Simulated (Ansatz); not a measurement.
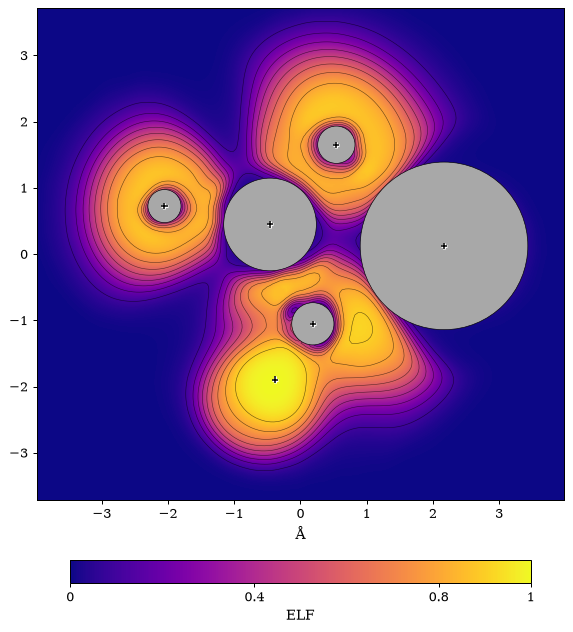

The ELF on a plane through atoms (crosses mark nuclei in the plane; grey discs cover the cores).

All numbers below come from isolated molecule in a Gaussian basis; Kohn-Sham density functional theory, functional PBE0 in Ansatz 0.2.0.

Candidates:
A. Al$_{2}$H$_{2}$O$_{2}$
B. FHNNaOSi
C. CO$_{2}$Te

Which candidate gave the map?

Answer. Candidate B: FHNNaOSi on the molecular plane, which holds F, N, Na, O, Si and H. Si–O (1.57 Å): the ELF peaks at about 0.80 between the atoms; a polar covalent bond. Si–F (1.62 Å): the ELF peaks at about 0.85 in the valence shell of F, 0.6 Å from its nucleus, and is about 0.55 at the midpoint.
